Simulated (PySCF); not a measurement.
Input file:

```
{"job": {"kind": "uv", "xc": "CAM-B3LYP", "basis": "def2-SVPD", "nstates": 8, "ntriplets": 3}, "charge": 0, "multiplicity": 1}
F     -2.841890     1.324213    -0.454126
Si    -2.764157    -0.276248    -0.153420
B     -0.924787    -0.893605    -0.372491
C      0.196905     0.120878    -0.709673
C      0.437379     0.551909     0.785322
Si     2.327915     0.413147     0.513366
C      1.626652    -0.333340    -1.091551
H     -3.776775    -0.797437    -1.078930
H     -3.354710    -0.331266     1.191197
H     -0.617529    -2.008295    -0.155507
H     -0.080166     1.001465    -1.288052
H      0.057209    -0.178779     1.503322
H     -0.009651     1.510918     1.032608
H      2.984568     1.714648     0.386335
H      3.051516    -0.465576     1.432999
H      1.708023    -1.416883    -1.160317
H      1.972502     0.076281    -2.038038
```

Run with:

```sh
OMP_NUM_THREADS=1 python probes_run.py task.json out
```

Geometry: GFN2-xTB.

Method: CAM-B3LYP/def2-SVPD, SCF density, gas phase (PySCF 2.14.0).

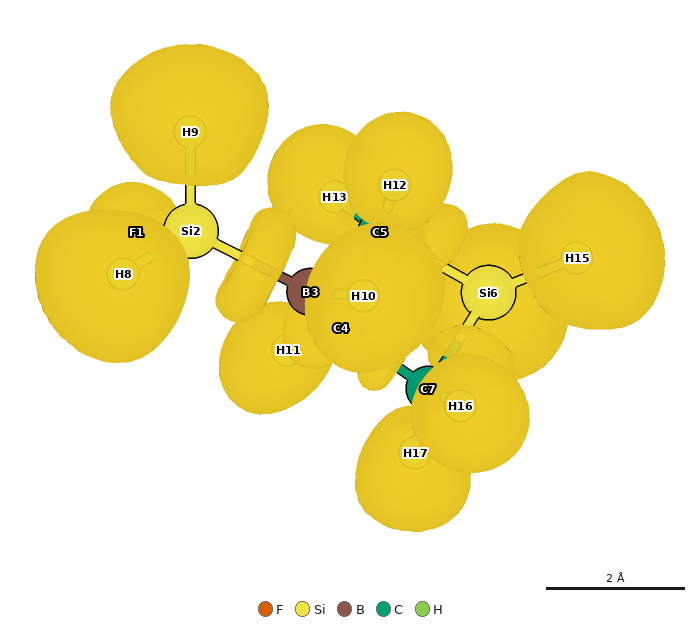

C3H10BFSi2 (SMILES F[SiH2]BC1C[SiH2]C1). Isosurface of the electron localisation function at 0.8 (yellow), seen at a tilt. Only the valence region is drawn (cores and ρ < 0.01 e/Å³ removed).

Question: Describe the localisation domains.

Answer: The surface consists of one region between bonded B–C atoms (shared pairs), one region between bonded B–Si atoms (shared pairs), two regions between bonded C–C atoms (shared pairs), two regions between bonded C–Si atoms (shared pairs), ten regions around hydrogen nuclei and one region wrapped around F (its lone pairs, merged into a ring or cap). Along the contacts the grid gives the following. C–C (1.55 Å): the ELF peaks at about 0.95 between the atoms (a covalent bond). C–B (1.55 Å): the ELF peaks at about 0.95 between the atoms: a covalent bond.
